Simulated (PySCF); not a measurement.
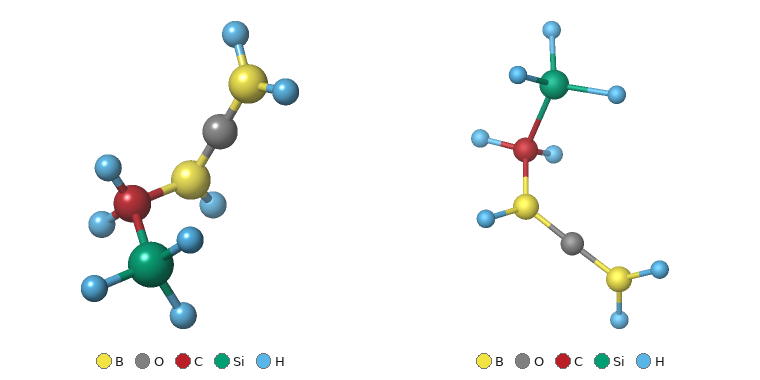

The same structure drawn twice, from different directions.

**What is the molecular formula?**

CH₈B₂OSi, 13 atoms: 1 carbon, 8 hydrogen, 2 boron, 1 oxygen and 1 silicon.

**Name some functional groups or characteristic bonds that it holds.**

Among them: Si–H bond, B–H bond.

**Count the bonded pairs by element.**

3 B–H, 3 Si–H, 2 B–O, 2 C–H, 1 C–B, 1 C–Si.

More results for the same structure follow; atom numbers are the same in all pictures, views and colours differ. The computed structure is the end point of a PBE0-D3(BJ)/def2-SVP optimisation. No frequency run is at hand to confirm it as a minimum.

**Symmetry**

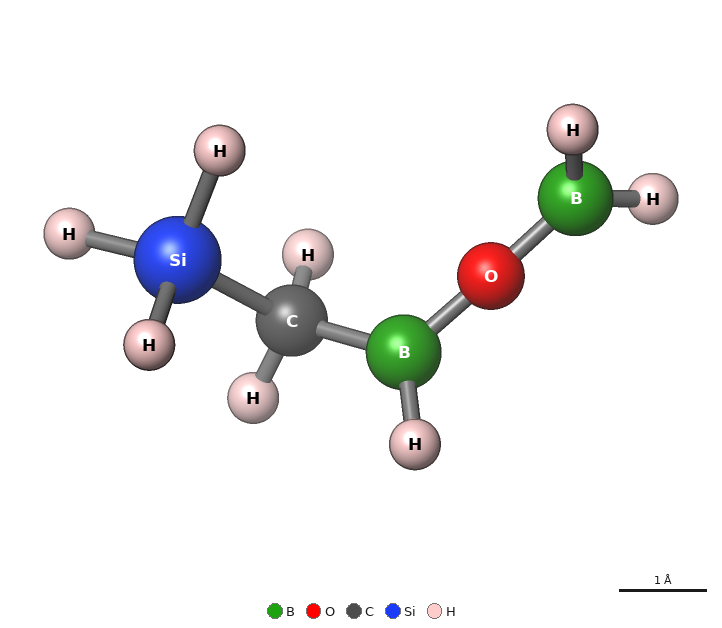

Distant atoms are faded towards the background colour. No frequency run is at hand to confirm it as a minimum. Masses are those of the most abundant isotopes; constants are for the rigid equilibrium geometry.

**What kind of rotor is it, and what are its rotational constants in GHz?**

An asymmetric top (C1): A = 9.42, B = 1.73, C = 1.59 GHz. Ray's parameter κ is −0.97, close to the prolate limit.

**Electronic properties**

No frequency run is at hand to confirm it as a minimum. Level of theory: PBE0/def2-SVPD in benzene (IEF-PCM) (PySCF 2.14.0). Excitations: vertical, linear response.

**Estimate the dipole moment.**

1.00 D.

**What is the brightest of the 6 lowest singlets?**

6.92 eV.

**What is the lowest vertical singlet excitation?**

5.94 eV.

**Give the mean static polarisability at this level.**

85.6 bohr³.

**NMR shielding**

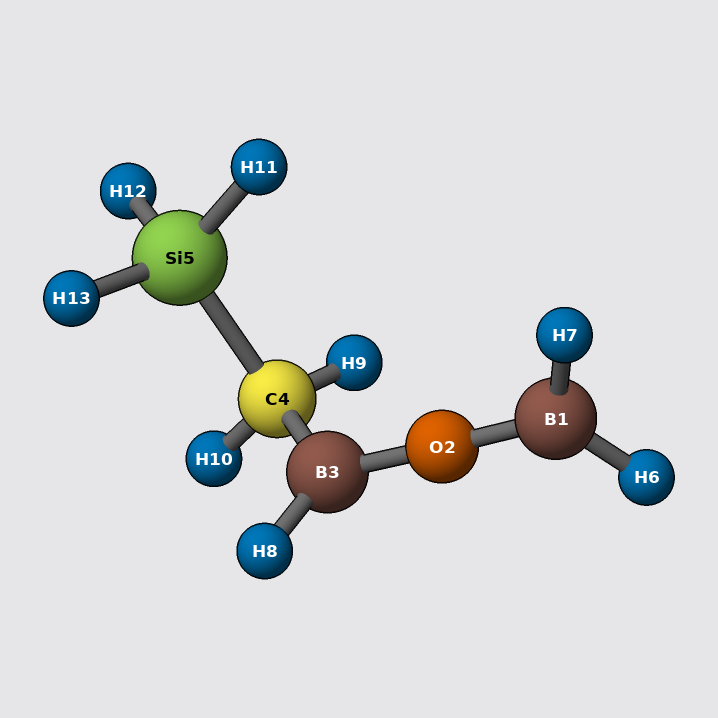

No frequency run is at hand to confirm it as a minimum. Properties computed with GIAO PBE0/pcSseg-1 NMR shielding, non-relativistic, IEF-PCM benzene (PySCF 2.14.0). Principal shieldings σ11 ≤ σ22 ≤ σ33, span Ω = σ33 − σ11, skew κ = 3(σiso − σ22)/Ω.

Give the shielding tensors of the Si atoms.

```tsv
atom	σ11	σ22	σ33	σiso	Ω	κ
Si5	399.0	414.6	465.0	426.2	66.0	0.53
```

Shieldings and span in ppm.

**Charges**

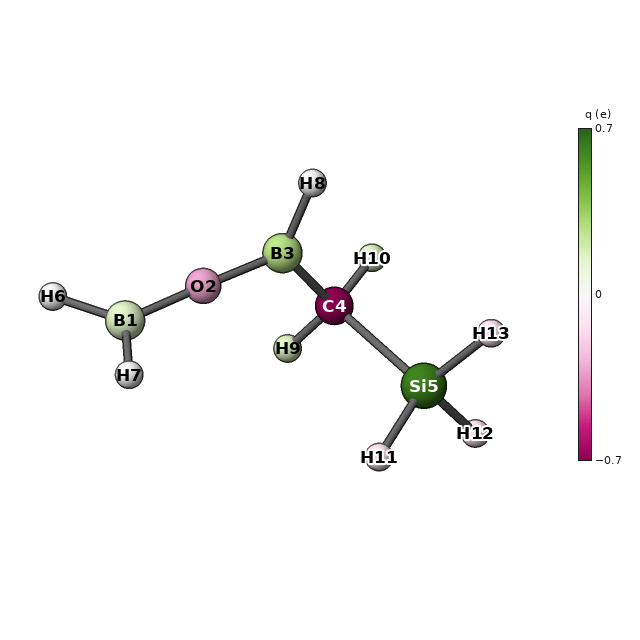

Atoms are coloured by their IAO charges. No frequency run is at hand to confirm it as a minimum. Method: PBE0/pcSseg-1 in benzene (IEF-PCM) (PySCF 2.14.0).

**Which atom carries the highest charge (most positive or least negative)?**

Si5 (0.61 e).

**And the lowest?**

C4 (−0.69 e).

Give the IAO charges atom by atom.

```tsv
atom	value (e)
B1	0.16
O2	−0.32
B3	0.28
C4	−0.69
Si5	0.61
H6	−0.01
H7	−0.01
H8	−0.01
H9	0.17
H10	0.17
H11	−0.12
H12	−0.11
H13	−0.12
```
